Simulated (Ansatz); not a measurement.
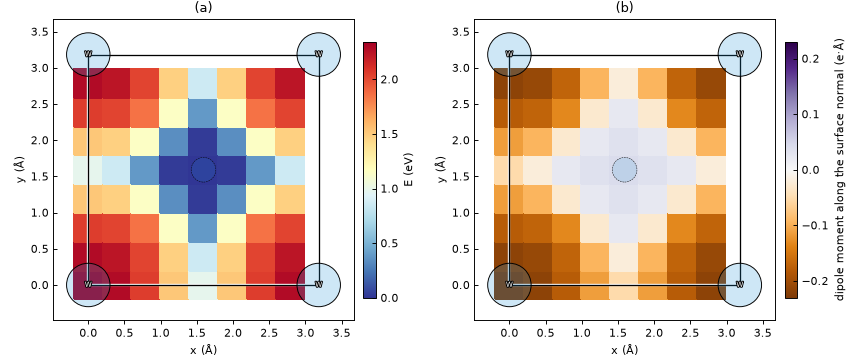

N on a W(100) slab cut from the Im-3m phase, its upper half relaxed before the scan (16 atoms of substrate and one adsorbate in a 2 × 2 cell). 
- N is moved over the surface cell; relaxed at each place: the height of the adsorbate's atoms; substrate rigid; the origin of the map has the adsorbate above W13.
- Places are given modulo a cell vector. The map is drawn in real space over the plane of the surface.
- The grid has 8 × 8 points; 15 points were computed and 49 follow by symmetry.
- Places are given in fractions of the 1 × 1 surface cell.
- Energies: eV, counted from the lowest grid point.
- All numbers below come from Ansatz 0.2.0, DFT PBE, scalar-relativistic, plane waves, PAW. Settings: cutoff 420 eV, k-mesh 4×4×1, gaussian smearing 0.1 eV, no spin polarisation.

Panel (a) is the energy and panel (b) the computed dipole moment along the surface normal on the same grid.

The picture shows one coloured cell a grid point, labelled circles for the atoms of the top layer and small ones for the second layer, the outline of one cell of the plane.

How does the dipole moment along the surface normal vary over the map, and what is it at the lowest grid point?

Answer. It runs from −0.23 e·Å at the top site over a surface W atom, (0/8, 0/8) of the cell vectors to 0.04 e·Å at a fourfold hollow over a second-layer W atom, (4/8, 4/8) of the cell vectors. At the lowest grid point, a fourfold hollow over a second-layer W atom, (4/8, 4/8) of the cell vectors, it is 0.04 e·Å.

PAW datasets: the set soft_1.
